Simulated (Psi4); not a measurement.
**GaHF2 (SMILES [F][GaH][F]): a chain of runs, part 1 of 2**

We compute a series of 10 runs (PBE-D4/def2-SVP, PBE0-D4/def2-TZVP, PBE-D4/def2-TZVPP, r2SCAN-D4/def2-TZVPP, B3LYP-D4/def2-TZVPP, PBE0-D4/def2-TZVPP, wB97M-V/def2-TZVPP, CCSD(T)/def2-TZVPP, and more) of GaHF2. 

The calculation is run with Psi4 1.11.

### Step 1. The structure to begin with

The species is GaHF2 (4 atoms), meant as a singlet with charge 0. SMILES: `[F][GaH][F]`. Geometry: a GFN2-xTB, rattled relaxation, a rough one for these elements and not checked as a minimum. The run starts from this shape.

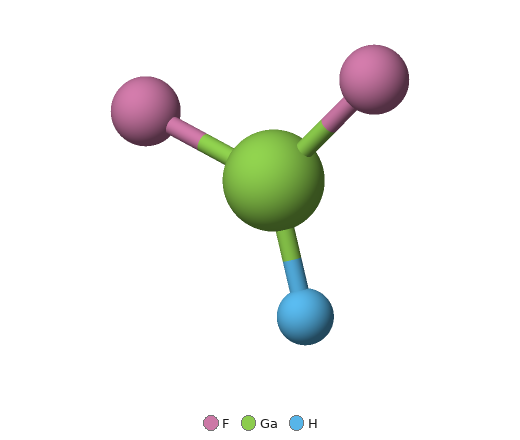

The structure, seen from a chosen angle (fluorine pink, gallium green, hydrogen blue).

### Step 2. A geometry optimisation at PBE-D4/def2-SVP (density fitting) (run 1)

job.in reads:

```
memory 3300 mb

molecule mol {
  0 1
  F     -1.069408    -0.462995     1.192794
  Ga    -0.013411     0.053247    -0.063553
  F      1.673875    -0.298971     0.142550
  H     -0.588053     0.664518    -1.274581
  symmetry c1
}

set {
  scf_type df
  geom_maxiter 60
  max_force_g_convergence 0.0005
}

energy_value, wavefunction = optimize('pbe-d4/def2-SVP', return_wfn=True)
```

On the command line:

```
$ psi4 -i job.in -o job.out -n 2
```

job.out:

```text
Psi4 1.11 release

gradient() will perform analytic gradient computation.

   => Loading Basis Set <=

    Name: DEF2-SVP
    Role: ORBITAL
    Keyword: BASIS

   => PBE-D4(BJ,EEQ)ATM: Empirical Dispersion <=

        a1 =       0.385750
        a2 =       4.806885
       alp =      16.000000
        s6 =       1.000000
        s8 =       0.959481
        s9 =       1.000000
        ga =       3.000000
        gc =       2.000000
        wf =       6.000000

         ---------------------------------------------------------
                                   SCF
                              RKS Reference
                        2 Threads,   3147 MiB Core
         ---------------------------------------------------------

  ==> Geometry <==

    Molecular point group: c1
    Full point group: C1

    Geometry (in Angstrom), charge = 0, multiplicity = 1:

       Center              X                  Y                   Z               Mass
    ------------   -----------------  -----------------  -----------------  -----------------
         F           -1.161753718956    -0.369079312628     1.010227663831    18.998403162730
         GA          -0.105756718956     0.147162687372    -0.246119336169    68.925573500000
         F            1.581529281044    -0.205055312628    -0.040016336169    18.998403162730
         H           -0.680398718956     0.758433687372    -1.457147336169     1.007825032230

  Running in c1 symmetry.

  Rotational constants: A =      0.72157  B =      0.20498  C =      0.15966 [cm^-1]
  Rotational constants: A =  21631.99775  B =   6145.28769  C =   4786.53656 [MHz]
  Nuclear repulsion =  199.974324017595222

  Charge       = 0
  Multiplicity = 1
  Electrons    = 50
  Nalpha       = 25
  Nbeta        = 25

  ==> Algorithm <==

  SCF Algorithm Type is DF.
  DIIS enabled.
  MOM disabled.
  Fractional occupation disabled.
  Guess Type is SAD.
  Energy threshold   = 1.00e-08
  Density threshold  = 1.00e-08
  Integral threshold = 1.00e-12

  ==> Primary Basis <==

  Basis Set: DEF2-SVP
    Blend: DEF2-SVP
    Number of shells: 27
    Number of basis functions: 65
    Number of Cartesian functions: 70
    Spherical Harmonics?: true
    Max angular momentum: 2

  ==> DFT Potential <==

   => LibXC <=

    Version 7.1.2

   => Composite Functional: PBE-D4BJEEQATM <=

    PBE GGA Exchange-Correlation Functional

    Deriv               =              1
    GGA                 =           TRUE
    Meta                =          FALSE

    Exchange Hybrid     =          FALSE
    MP2 Hybrid          =          FALSE

   => Exchange Functionals <=

    1.0000     XC_GGA_X_PBE

   => Correlation Functionals <=

    1.0000     XC_GGA_C_PBE

   => LibXC Density Thresholds  <==

    XC_GGA_C_PBE:  1.00E-12
    XC_GGA_X_PBE:  1.00E-15

   => Molecular Quadrature <=

    Radial Scheme          =       TREUTLER
    Pruning Scheme         =           NONE
    Nuclear Scheme         =       TREUTLER

    Blocking Scheme        =         OCTREE
    BS radius alpha        =              1
    Pruning alpha          =              1
    Radial Points          =             75
    Spherical Points       =            302
    Total Points           =          87349
    Total Blocks           =            712
    Max Points             =            256
    Max Functions          =             64
    Weights Tolerance      =       1.00E-15

   => Loading Basis Set <=

    Name: (DEF2-SVP AUX)
    Role: JKFIT
    Keyword: DF_BASIS_SCF

  ==> Integral Setup <==

  DFHelper Memory: AOs need 0.016 GiB; user supplied 2.181 GiB.
  SCF_SUBTYPE=INCORE selected. In-core MEM_DF algorithm will be used.
  Using in-core AOs.

  ==> MemDFJK: Density-Fitted J/K Matrices <==

    J tasked:                   Yes
    K tasked:                    No
    wK tasked:                   No
    Memory [MiB]:              2233
    Algorithm:                 Core
    Schwarz Cutoff:           1E-12
    Mask sparsity (%):       1.3728
    Fitting Condition:        1E-10

   => Auxiliary Basis Set <=

  Basis Set: (DEF2-SVP AUX)
    Blend: DEF2-UNIVERSAL-JKFIT
    Number of shells: 116
    Number of basis functions: 438
    Number of Cartesian functions: 577
    Spherical Harmonics?: true
    Max angular momentum: 5

  Cached 100.0% of DFT collocation blocks in 0.124 [GiB].

  Minimum eigenvalue in the overlap matrix is 3.5328929373E-02.
  Reciprocal condition number of the overlap matrix is 1.0490883096E-02.
    Using symmetric orthogonalization.

  ==> Pre-Iterations <==

  SCF Guess: Superposition of Atomic Densities via on-the-fly atomic UHF (no occupation information).

   -------------------------
    Irrep   Nso     Nmo
   -------------------------
     A         65      65
   -------------------------
    Total      65      65
   -------------------------

  ==> Iterations <==

                           Total Energy        Delta E     RMS |[F,P]|

[... 3 lines left out ...]
   @DF-RKS iter   3: -2122.31543239388020   -3.69591e+01   5.23178e-02 ADIIS/DIIS
[... 4 lines left out ...]
   @DF-RKS iter   8: -2124.32408366837672   -3.92648e-07   3.87549e-05 DIIS
[... 4 lines left out ...]
  Energy and wave function converged.
[... 39 lines left out ...]
    Two-Electron Energy =                1132.8329772691713515
[... 18 lines left out ...]
 Dipole X            :          0.0992786           -0.3418079           -0.2425293
[... 122 lines left out ...]
	Measures of convergence in internal coordinates in au.
[... 143 lines left out ...]
   @DF-RKS iter   0: -2124.28509692839361   -2.12429e+03   3.20975e-03
[... 4 lines left out ...]
   @DF-RKS iter   5: -2124.32751152631909   -9.56620e-07   7.46369e-06 DIIS
[... 4 lines left out ...]
   @DF-RKS iter  10: -2124.32751161084525   -1.36424e-12   1.61151e-09 DIIS
[... 18 lines left out ...]
    One-Electron Energy =               -3354.0805797845296183
[... 4 lines left out ...]
    Total Energy =                      -2124.3275116108452494
[... 104 lines left out ...]
	                                 ==> Convergence Check <==
[... 112 lines left out ...]
                           Total Energy        Delta E     RMS |[F,P]|
[... 5 lines left out ...]
   @DF-RKS iter   4: -2124.32479236032714   -8.43209e-05   5.17468e-05 DIIS
[... 4 lines left out ...]
   @DF-RKS iter   9: -2124.32479611023336   -2.86491e-11   1.24602e-08 DIIS
[... 18 lines left out ...]
    Nuclear Repulsion Energy =            194.8303600828719198
[... 4 lines left out ...]
    VV10 Nonlocal Energy =                  0.0000000000000000
[... 59 lines left out ...]
    Weights Tolerance      =       1.00E-15
[... 121 lines left out ...]
    Weights Tolerance      =       1.00E-15
[... 24 lines left out ...]
   @DF-RKS iter   3: -2124.32693262919202   -8.90120e-05   9.50319e-05 DIIS
[... 4 lines left out ...]
   @DF-RKS iter   8: -2124.32694539512022   -1.04592e-10   3.14050e-08 DIIS
[... 18 lines left out ...]
    Nuclear Repulsion Energy =            195.9400913045195125
[... 4 lines left out ...]
    VV10 Nonlocal Energy =                  0.0000000000000000
[... 59 lines left out ...]
    Weights Tolerance      =       1.00E-15
[... 121 lines left out ...]
    Weights Tolerance      =       1.00E-15
[... 24 lines left out ...]
   @DF-RKS iter   3: -2124.32776863414347   -2.70610e-05   9.94497e-05 DIIS
[... 4 lines left out ...]
   @DF-RKS iter   8: -2124.32778323336561   -6.04814e-11   1.35214e-08 DIIS
[... 18 lines left out ...]
    Nuclear Repulsion Energy =            196.1661018330289039
[... 4 lines left out ...]
    VV10 Nonlocal Energy =                  0.0000000000000000
[... 59 lines left out ...]
    Weights Tolerance      =       1.00E-15
[... 121 lines left out ...]
    Weights Tolerance      =       1.00E-15
[... 24 lines left out ...]
   @DF-RKS iter   3: -2124.32782362702847   -5.41499e-06   9.02319e-06 DIIS
[... 4 lines left out ...]
   @DF-RKS iter   8: -2124.32782375645911   -9.09495e-13   4.59793e-09 DIIS
[... 18 lines left out ...]
    One-Electron Energy =               -3353.8981228204247600
[... 4 lines left out ...]
    Total Energy =                      -2124.3278237564591109
[... 104 lines left out ...]
	                                 ==> Convergence Check <==
[... 95 lines left out ...]
                           Total Energy        Delta E     RMS |[F,P]|
[... 5 lines left out ...]
   @DF-RKS iter   4: -2124.32782694911566   -2.28274e-08   2.13740e-06 DIIS
[... 4 lines left out ...]
  Energy and wave function converged.
[... 18 lines left out ...]
    Virtual:

      26A     -0.075715    27A     -0.068780    28A      0.014612
      29A      0.085769    30A      0.108596    31A      0.222745
      32A      0.251069    33A      0.275260    34A      0.322895
[... 9 lines of this table left out ...]
      62A      3.039234    63A      3.152964    64A      3.290981
      65A      3.453232

    Final Occupation by Irrep:
              A
    DOCC [    25 ]
    NA   [    25 ]
    NB   [    25 ]

  @DF-RKS Final Energy: -2124.32782695600463

   => Energetics <=

    Nuclear Repulsion Energy =            196.4284609414252429
    One-Electron Energy =               -3354.1530159319418090
    Two-Electron Energy =                1129.2775730390958415
    DFT Exchange-Correlation Energy =     -95.8791756052353463
    Empirical Dispersion Energy =          -0.0016693993484149
    VV10 Nonlocal Energy =                  0.0000000000000000
    Total Energy =                      -2124.3278269560046283

Computation Completed

Properties will be evaluated at   0.000000,   0.000000,   0.000000 [a0]

Properties computed using the SCF density matrix

 Multipole Moments:

 ------------------------------------------------------------------------------------
     Multipole            Electronic (a.u.)      Nuclear  (a.u.)        Total (a.u.)
 ------------------------------------------------------------------------------------

 L = 1.  Multiply by 2.5417464519 to convert [e a0] to [Debye]
 Dipole X            :         -0.0248065           -0.2956616           -0.3204681
 Dipole Y            :          0.0335687            0.3631937            0.3967625
 Dipole Z            :         -0.0632853           -0.6753955           -0.7386808
 Magnitude           :                                                    0.8976467

 ------------------------------------------------------------------------------------

	total time  =          9 seconds =       0.15 minutes

         ------------------------------------------------------------
                                   SCF GRAD
         ------------------------------------------------------------

  ==> Geometry <==

    Molecular point group: c1
    Full point group: C1

    Geometry (in Angstrom), charge = 0, multiplicity = 1:

       Center              X                  Y                   Z               Mass
    ------------   -----------------  -----------------  -----------------  -----------------
         F           -1.116781627827    -0.379754973427     1.076014311171    18.998403162730
         GA          -0.118962523921     0.146924380390    -0.273446904847    68.925573500000
         F            1.584202708926    -0.197426896671    -0.001827826240    18.998403162730
         H           -0.675408863106     0.832174891494    -1.548228238422     1.007825032230

  Nuclear repulsion =  196.428460941425243

   => Molecular Quadrature <=

    Radial Scheme          =       TREUTLER
    Pruning Scheme         =           NONE
    Nuclear Scheme         =       TREUTLER

    Blocking Scheme        =         OCTREE
    BS radius alpha        =              1
    Pruning alpha          =              1
    Radial Points          =             75
    Spherical Points       =            302
    Total Points           =          87410
    Total Blocks           =            707
    Max Points             =            256
    Max Functions          =             64
    Weights Tolerance      =       1.00E-15

  -Total Gradient:
     Atom            X                  Y                   Z
    ------   -----------------  -----------------  -----------------
       1        0.000049659344    -0.000066612779     0.000126445057
       2        0.000127959229     0.000000939933    -0.000039657258
       3       -0.000052125515    -0.000054954545     0.000128687512
       4        0.000033681895    -0.000075261994     0.000148896686

	total time  =          2 seconds =       0.03 minutes

    			-----------------------------------------

    			 OPTKING 3.0: for geometry optimizations

    			        with contributions from

    			-----------------------------------------

	                            ===> Fragment 1 <==

	 Z (Atomic Numbers)          Masses                          Geom
	       9.000000            18.998403         -2.11041142 -0.71763289  2.03337236
	      31.000000            68.925573         -0.22480659  0.27764684 -0.51673976
	       9.000000            18.998403          2.99370925 -0.37308276 -0.00345409
	       1.000000             1.007825         -1.27633777  1.57258263 -2.92572735

	 - Coordinate -           - BOHR/RAD -       - ANG/DEG -
	 R(1,2)           =         3.324028           1.759000
	 R(2,3)           =         3.323516           1.758729
	 R(2,4)           =         2.930153           1.550570
[... 5 lines of this table left out ...]
	 O(4,2,1,3)       =         0.000040           0.002279

	        --- Internal Coordinate Step in ANG or DEG, aJ/ANG or AJ/DEG ---
	-------------------------------------------------------------------------------
	           Coordinate      Previous         Force          Change          New
	           ----------      --------        ------          ------        ------
	               R(1,2)       1.75900       -0.00022       -0.00003       1.75897
	               R(2,3)       1.75873        0.00068        0.00013       1.75886
	               R(2,4)       1.55057        0.00047        0.00021       1.55078
[... 5 lines of this table left out ...]
	           O(4,2,1,3)       0.00228       -0.00000       -0.00608      -0.00380
	-------------------------------------------------------------------------------

	                                 ==> Convergence Check <==

	Measures of convergence in internal coordinates in au.

	Criteria marked as inactive (o), active & met (*), and active & unmet ( ).

	----------------------------------------------------------------------------------------------
	   Step    Total Energy     Delta E     Max Force     RMS Force      Max Disp      RMS Disp
	----------------------------------------------------------------------------------------------
	  Convergence Criteria              o    5.00e-04 *             o             o             o
	----------------------------------------------------------------------------------------------
	     7   -2124.32782696   -3.20e-06 o    9.63e-05 *    5.60e-05 o    8.75e-04 o    3.96e-04 o  ~
	----------------------------------------------------------------------------------------------

Next Geometry in Ang
	Fragment 1 (Ang)

	    F  -1.1172928379  -0.3796760853   1.0759496911
	   Ga  -0.1188807813   0.1468058875  -0.2731121344
	    F   1.5845800871  -0.1973048662  -0.0022122113
	    H  -0.6753567738   0.8320924659  -1.5481140038

    Final optimized geometry and variables:
    Molecular point group: c1
    Full point group: C1

    Geometry (in Angstrom), charge = 0, multiplicity = 1:

    F           -1.116781627827    -0.379754973427     1.076014311171
    GA          -0.118962523921     0.146924380390    -0.273446904847
    F            1.584202708926    -0.197426896671    -0.001827826240
    H           -0.675408863106     0.832174891494    -1.548228238422

    Psi4 run time: 0:01:33.67

[set-up sections that repeat, and orbital energies of the middle runs, are left out above]
```

On the terminal:

```text
Optimizer: Optimization complete!
```

Wall time 97 s (2 threads of AMD EPYC (Zen 3), shared host); peak memory 0.44 GiB.

Steps, from the record of the run:

| step | energy from the first frame kept (eV) | largest force (eV/Å) |
| --- | --- | --- |
| 0 | 0.0000 | 1.4326 |
| 1 | -0.0932 | 0.2560 |
| 2 | -0.0193 | 0.8882 |
| 3 | -0.0778 | 0.4705 |
| 4 | -0.1006 | 0.1157 |
| 5 | -0.1017 | 0.0506 |
| 6 | -0.1018 | 0.0088 |

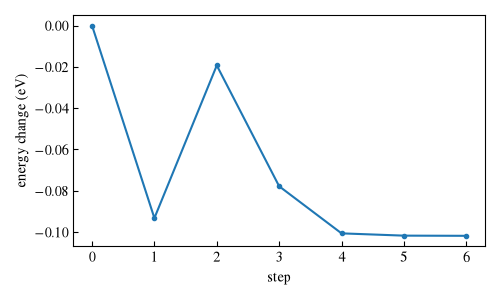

Energy along the run.

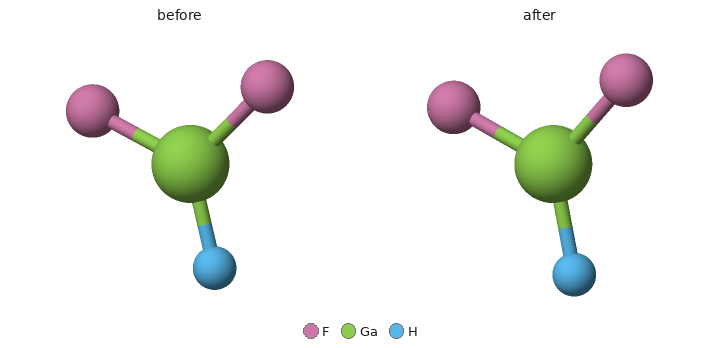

Before and after, at one scale.

After the run. Bond lengths: F1–Ga2 1.759 Å, Ga2–F3 1.759 Å, Ga2–H4 1.551 Å. Angles: F1–Ga2–F3 111.9°, F1–Ga2–H4 124.0°, F3–Ga2–H4 124.1°.

(Continued in part 2 of 2.)
